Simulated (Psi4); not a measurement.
# CH5BN2 (SMILES NC1BN1) at TPSSh/cc-pVDZ

What is the energy change on altering one bond length of CH5BN2 at TPSSh/cc-pVDZ? 

The calculation is run with Psi4 1.11.

3 further runs of the same task are left out: 3 that didn't finish. Runs told in other sessions of the task aren't counted.

## (1) The structure to begin with

CH5BN2: 9 atoms, total charge 0, spin state singlet. SMILES: `NC1BN1`. The shape is that of a PBE0-D4/def2-TZVP optimisation. This is one conformer, not always the lowest.

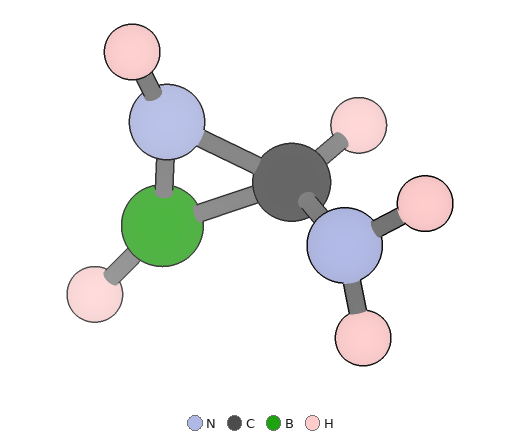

The structure, seen from a chosen angle (nitrogen light blue, carbon dark grey, boron green, hydrogen pink).

## (2) The energy at TPSSh/cc-pVDZ

ch5bn2.xyz reads:

```xyz
9
CH5BN2
N      0.142900     1.194400    -0.640600
C     -0.364200    -0.077200    -0.222300
B      0.591200    -1.194100     0.303200
N     -0.130500    -0.469900     1.171500
H      0.784000     1.117400    -1.417000
H     -0.589900     1.842600    -0.892400
H     -1.366400    -0.317200    -0.582700
H      1.414200    -2.039000     0.194700
H     -0.392800    -0.103200     2.068300
```

calc.py reads:

```python
import psi4

psi4.set_memory(2200000000)
psi4.set_num_threads(1)
psi4.core.set_output_file('ch5bn2.out', False)

with open('ch5bn2.xyz') as f:
    atoms = ''.join(f.readlines()[2:])
geom = psi4.geometry('0 1\n' + atoms + 'symmetry c1\nno_reorient\nno_com')

psi4.set_options({
    'puream': True,
    'e_convergence': 1e-09,
    'd_convergence': 1e-08,
    'scf_type': 'pk',
    'dft_radial_points': 99,
    'dft_spherical_points': 590,
})

E, wfn = psi4.energy('tpssh/cc-pVDZ', molecule=geom, return_wfn=True)
psi4.oeprop(wfn, 'MULLIKEN_CHARGES', 'MAYER_INDICES', 'LOWDIN_CHARGES', title='TPSSH')
print(f'total energy {E:.8f} hartree = {E * 27.211386:.5f} eV')
```

Launch:

```sh
python calc.py
```

ch5bn2.out:

```text
[...]
  Running in c1 symmetry.
[...]
  Nuclear repulsion =  109.448343715886125
[...]
  Multiplicity = 1
[...]
  Nalpha       = 15
  Nbeta        = 15
[...]
    Number of basis functions: 81
[...]
   @RKS iter   1:  -175.08070319252397   -3.32547e-02   1.08290e-02 ADIIS/DIIS
[...]
   @RKS iter  12:  -175.45281323892908   -7.95808e-13   3.15712e-09 DIIS
[...]
    Orbital Energies [Eh]
    ---------------------
    Doubly Occupied:
       1A    -14.257413     2A    -14.231341     3A    -10.154376
       4A     -6.692716     5A     -0.905421     6A     -0.824722
       7A     -0.613291     8A     -0.521865     9A     -0.460291
      10A     -0.432412    11A     -0.416426    12A     -0.339414
      13A     -0.268218    14A     -0.250339    15A     -0.210616
[...]
  @RKS Final Energy:  -175.45281323892908
   => Energetics <=
    Nuclear Repulsion Energy =            109.4483437158861250
    One-Electron Energy =                -452.9603834194894034
    Two-Electron Energy =                 190.9171879067131954
    DFT Exchange-Correlation Energy =     -22.8579614420390307
    Empirical Dispersion Energy =           0.0000000000000000
    VV10 Nonlocal Energy =                  0.0000000000000000
    Total Energy =                       -175.4528132389290818
[...]
 Multipole Moments:
 ------------------------------------------------------------------------------------
     Multipole            Electronic (a.u.)      Nuclear  (a.u.)        Total (a.u.)
 ------------------------------------------------------------------------------------
 L = 1.  Multiply by 2.5417464519 to convert [e a0] to [Debye]
 Dipole X            :         -1.7082792            1.3354695           -0.3728098
 Dipole Y            :          1.8936372           -1.6281880            0.2654492
 Dipole Z            :         -6.2102895            6.1782706           -0.0320189
 Magnitude           :                                                    0.4587762
[...]
  Mulliken Charges: (a.u.)
   Center  Symbol    Alpha    Beta     Spin     Total
       1     N     3.59700  3.59700  0.00000 -0.19400
       2     C     2.97999  2.97999  0.00000  0.04001
       3     B     2.52553  2.52553  0.00000 -0.05105
       4     N     3.50410  3.50410  0.00000 -0.00819
       5     H     0.45591  0.45591  0.00000  0.08818
       6     H     0.46530  0.46530  0.00000  0.06940
       7     H     0.49983  0.49983  0.00000  0.00034
       8     H     0.51377  0.51377  0.00000 -0.02754
       9     H     0.45857  0.45857  0.00000  0.08287
   Total alpha = 15.00000, Total beta = 15.00000, Total charge = -0.00000
[...]
```

The script printed:

```text
total energy -175.45281324 hartree = -4774.31423 eV
```

Run time: 40 s. Hardware: 1 thread of Intel Xeon Platinum 8488C (Sapphire Rapids), shared host; peak memory 1.2 GiB.

## (3) The distorted shape: energy and forces at TPSSh/cc-pVDZ

input.dat reads:

```
memory 2.2 GB

molecule m {
  0 1
  N
  C 1 1.431465
  B 2 1.560899 1 121.14361
  N 3 1.341366 2 60.15119 1 102.25478
  H 1 1.009819 2 112.44766 4 121.88666
  H 1 1.3133 5 108.53043 2 -125.36534
  H 2 1.091739 1 115.08833 5 -100.3457
  H 3 1.184465 4 144.91064 2 176.40044
  H 4 1.003753 3 156.37523 8 11.59516
  symmetry c1
  no_reorient
  no_com
}

set puream true
set e_convergence 1e-09
set d_convergence 1e-08
set scf_type pk
set dft_radial_points 99
set dft_spherical_points 590

e, wfn = gradient('tpssh/cc-pVDZ', return_wfn=True)
oeprop(wfn, 'QUADRUPOLE', 'WIBERG_LOWDIN_INDICES', 'DIPOLE')
```

Launch:

```sh
psi4 input.dat output.dat -n 1
```

output.dat, shortened:

```text
[...]
  Running in c1 symmetry.
[...]
  Nuclear repulsion =  108.231887127940553
[...]
  Multiplicity = 1
[...]
  Nalpha       = 15
  Nbeta        = 15
[...]
    Number of basis functions: 81
[...]
   @RKS iter   1:  -175.01628904239763   -8.05186e-02   1.09297e-02 DIIS/ADIIS
[...]
   @RKS iter  12:  -175.41521377709239   -2.10321e-12   3.77960e-09 DIIS
[...]
    Orbital Energies [Eh]
    ---------------------
    Doubly Occupied:
       1A    -14.260568     2A    -14.254359     3A    -10.157644
       4A     -6.696396     5A     -0.906164     6A     -0.806926
       7A     -0.611260     8A     -0.522869     9A     -0.438793
      10A     -0.420539    11A     -0.408576    12A     -0.341178
      13A     -0.269316    14A     -0.251086    15A     -0.209702
[...]
  @RKS Final Energy:  -175.41521377709239
   => Energetics <=
    Nuclear Repulsion Energy =            108.2318871279405528
    One-Electron Energy =                -450.5615116619854348
    Two-Electron Energy =                 189.6805909275069553
    DFT Exchange-Correlation Energy =     -22.7661801705544491
    Empirical Dispersion Energy =           0.0000000000000000
    VV10 Nonlocal Energy =                  0.0000000000000000
    Total Energy =                       -175.4152137770923900
[...]
  -Total Gradient:
     Atom            X                  Y                   Z
    ------   -----------------  -----------------  -----------------
       1       -0.028436452895    -0.081453156151     0.037436262776
       2        0.009465661574    -0.012066700607     0.003729057097
       3        0.008152109295     0.010430099811    -0.002338484840
       4       -0.007819868630    -0.001133079761    -0.000161146315
       5        0.012220021470    -0.004106934787     0.006365277484
       6        0.012807892644     0.092020921131    -0.038715654149
       7        0.001893360610    -0.005099943090    -0.003910588067
       8        0.001097189413     0.002711070282    -0.001281676385
       9       -0.009379113211    -0.001301760043    -0.001121959646
[...]
 Multipole Moments:
 ------------------------------------------------------------------------------------
[...]
```

Wall time 51 s (1 thread of Intel Xeon Platinum 8488C (Sapphire Rapids), shared host); peak memory 1.2 GiB.

## (4) Summary of results

Level: TPSSh/cc-pVDZ.

```
                                                         quantity          value
                                        first shape: total energy  -175.45281 Eh
                                       first shape: dipole moment         1.17 D
                                         first shape: HOMO energy       -5.73 eV
                                         first shape: LUMO energy        0.23 eV
                                       first shape: HOMO–LUMO gap        5.96 eV
                                    distorted shape: total energy  -175.41521 Eh
                                   distorted shape: dipole moment         1.01 D
                                     distorted shape: HOMO energy       -5.71 eV
                                     distorted shape: LUMO energy       -0.10 eV
                                   distorted shape: HOMO–LUMO gap        5.61 eV
                        distorted shape: largest force on an atom     5.176 eV/Å
energy change with the N1–H6 bond stretched from 1.010 to 1.313 Å       1.023 eV
```

What this shows: With the N1–H6 bond stretched from 1.010 to 1.313 Å the energy rises by 1.02 eV (24 kcal/mol). The first shape isn't relaxed at this level, so the change isn't measured from a minimum. With no_com the log's rotational constants are taken about the origin, not the centre of mass, so they aren't the molecule's. Mulliken charges (first shape) run from -0.19 on N1 to +0.09 on H5; they depend strongly on the basis.
